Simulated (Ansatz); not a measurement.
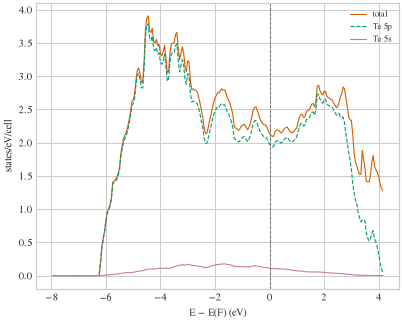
*Total and projected density of states of Te in space group Pbam (No. 55; Te on 4h), the program Ansatz at the r²SCAN level (PAW)*

Question: Which orbitals carry the states next to the Fermi level?

Answer: Within 0.5 eV of the Fermi level: Te 5p 92 %, Te 5s 5 %. Projections are on Löwdin-orthogonalised atomic valence shells; empty p or d shells of many metals are not among them.

Question: Where is the tallest occupied peak in this window, and what makes it?

Answer: Near -4.4 eV, about 3.9 states/eV per cell; the largest projected share is Te 5p.

The first step of the workflow began from a Materials Project structure, measured or hypothetical; the Crystallography Open Database copy checked does not list it. It is not the phase usual at ambient conditions (space group No. 152). The r²SCAN relaxation kept the symmetry of its start; of distortions, only those at the zone centre were tested. Scalar-relativistic: spin–orbit coupling is off unless named, which matters more the heavier the elements.

Potentials: the later of the program's two PAW sets.
